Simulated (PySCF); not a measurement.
**H3Si (SMILES [SiH3]) (doublet): density, localisation and related maps**

Input

```
{"job": {"kind": "epr"}, "charge": 0, "multiplicity": 2}
Si    -0.317133     0.002990    -0.104239
H     -0.087647    -1.304745     0.580579
H     -0.097949     1.149105     0.828494
H      0.528076     0.128263    -1.329638
```

Launched as:

```sh
OMP_NUM_THREADS=1 python cluster_run.py task.json out
```

Geometry: PBE0-D3(BJ)/def2-SVP.

The calculation used PySCF, UKS B3LYP, IGLO-III on Si, pcH-1 on H, non-relativistic, mean-field spin-orbit, GIAO.

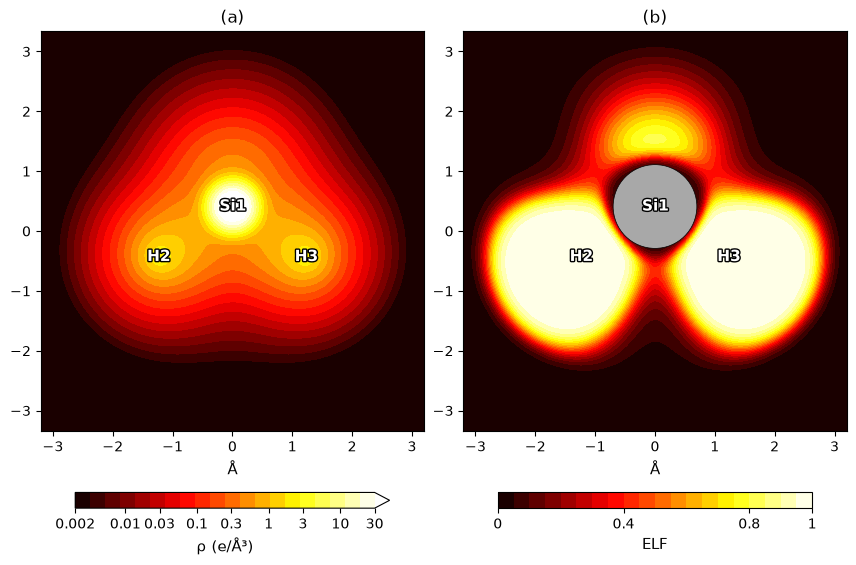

Figure 1. (a) electron density; (b) ELF on the plane of atoms H2, Si1 and H3. Grey discs cover the atomic cores in the ELF map.

Describe what can be read from this map.

- The plane passes through Si and H nuclei.
- Si–H (1.49 Å): the density is about 0.79 e/Å³ at the midpoint; the ELF climbs to about 1 towards the hydrogen, as it does in any bond to H.

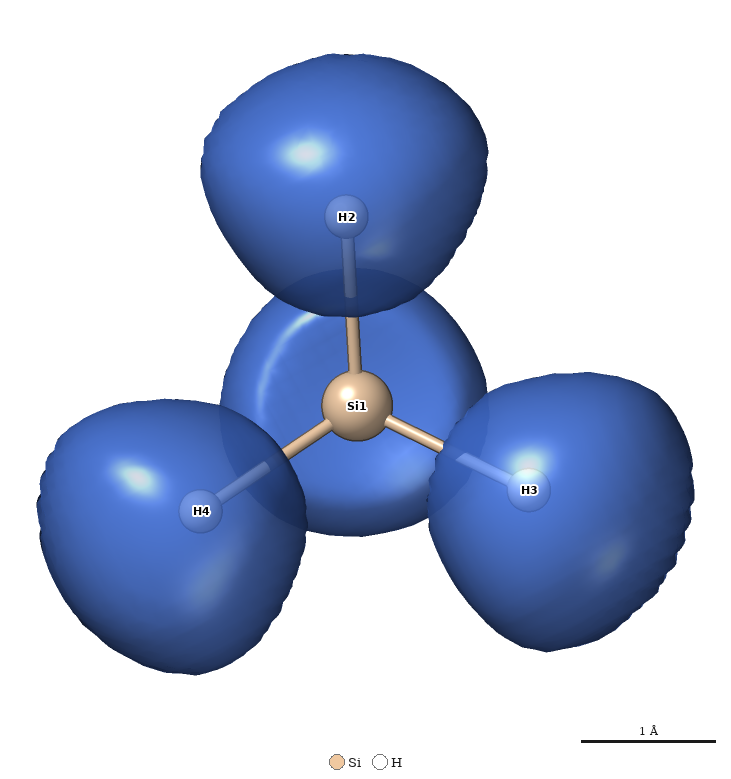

Figure 2. Isosurface of the electron localisation function at 0.9 (blue), seen across its widest extent. Core shells and regions of very low density are left out.

Describe the localisation domains.

At this value the surface marks out three regions around hydrogen nuclei and one lobe on Si, pointing away from the bonds (non-bonding electrons).
